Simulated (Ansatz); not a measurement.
```yaml
crystal:
  lattice:
    - [6.69838, 0.00000, 0.00000]
    - [0.00000, 6.69838, 0.00000]
    - [0.00000, 0.00000, 6.69838]
  atoms:
    - { symbol: Ta, position: [0.00000, 0.00000, 0.00000] }
    - { symbol: Ta, position: [0.50000, 0.50000, 0.00000] }
    - { symbol: Ta, position: [0.50000, 0.00000, 0.50000] }
    - { symbol: Ta, position: [0.00000, 0.50000, 0.50000] }
    - { symbol: V, position: [0.75000, 0.25000, 0.25000] }
    - { symbol: V, position: [0.25000, 0.75000, 0.25000] }
    - { symbol: V, position: [0.25000, 0.25000, 0.75000] }
    - { symbol: V, position: [0.75000, 0.75000, 0.75000] }
    - { symbol: V, position: [0.25000, 0.25000, 0.25000] }
    - { symbol: V, position: [0.75000, 0.75000, 0.25000] }
    - { symbol: V, position: [0.75000, 0.25000, 0.75000] }
    - { symbol: V, position: [0.25000, 0.75000, 0.75000] }
    - { symbol: H, position: [0.00000, 0.25000, 0.25000] }
    - { symbol: H, position: [0.50000, 0.75000, 0.25000] }
    - { symbol: H, position: [0.50000, 0.25000, 0.75000] }
    - { symbol: H, position: [0.00000, 0.75000, 0.75000] }
    - { symbol: H, position: [0.50000, 0.25000, 0.25000] }
    - { symbol: H, position: [0.00000, 0.75000, 0.25000] }
    - { symbol: H, position: [0.00000, 0.25000, 0.75000] }
    - { symbol: H, position: [0.50000, 0.75000, 0.75000] }
    - { symbol: H, position: [0.25000, 0.00000, 0.25000] }
    - { symbol: H, position: [0.75000, 0.50000, 0.25000] }
    - { symbol: H, position: [0.75000, 0.00000, 0.75000] }
    - { symbol: H, position: [0.25000, 0.50000, 0.75000] }
    - { symbol: H, position: [0.75000, 0.00000, 0.25000] }
    - { symbol: H, position: [0.25000, 0.50000, 0.25000] }
    - { symbol: H, position: [0.25000, 0.00000, 0.75000] }
    - { symbol: H, position: [0.75000, 0.50000, 0.75000] }
    - { symbol: H, position: [0.25000, 0.25000, 0.00000] }
    - { symbol: H, position: [0.75000, 0.75000, 0.00000] }
    - { symbol: H, position: [0.75000, 0.25000, 0.50000] }
    - { symbol: H, position: [0.25000, 0.75000, 0.50000] }
    - { symbol: H, position: [0.75000, 0.25000, 0.00000] }
    - { symbol: H, position: [0.25000, 0.75000, 0.00000] }
    - { symbol: H, position: [0.25000, 0.25000, 0.50000] }
    - { symbol: H, position: [0.75000, 0.75000, 0.50000] }
```

Space group Fm-3m; a structure generated by program, which may or may not match a known phase; computed without spin polarisation.

All numbers below come from DFT PBE, scalar-relativistic, plane waves, PAW (Ansatz).

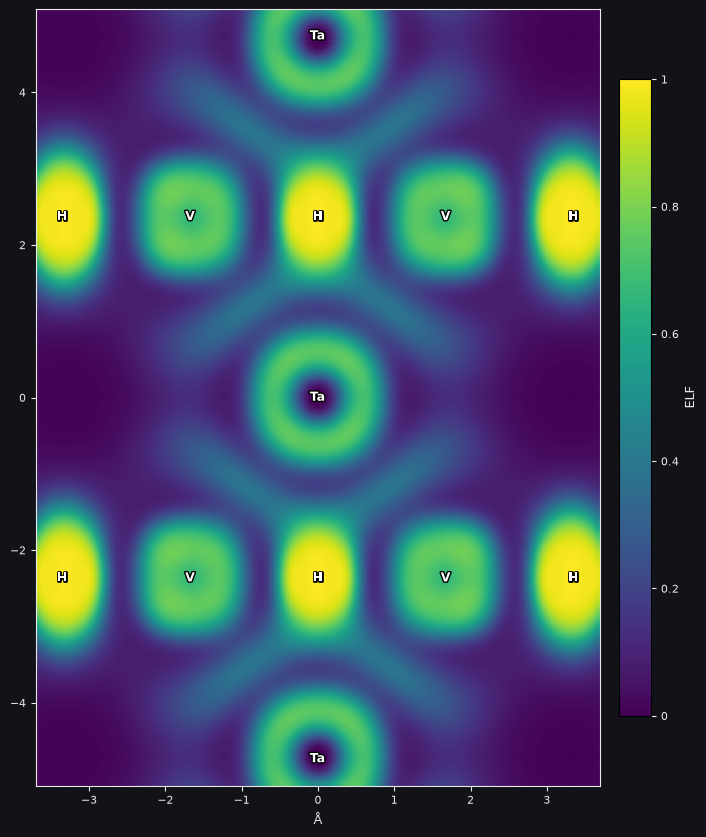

TaV₂H₆. ELF on the (011) plane of the conventional cell.

Core electrons are frozen (PAW), and the valence fields are smoothed inside the atomic spheres.

What does the map show?

The plane passes through Ta, V and H nuclei. V–H (1.67 Å): the ELF climbs to about 1 towards the hydrogen. Ta–H (2.37 Å): the ELF climbs to about 1 towards the hydrogen. Ta–V (2.90 Å): the ELF is about 0.40 at the midpoint. The features right at Ta and V lie inside the PAW spheres, where the map follows smoothed inner orbitals and isn't to be read closely.
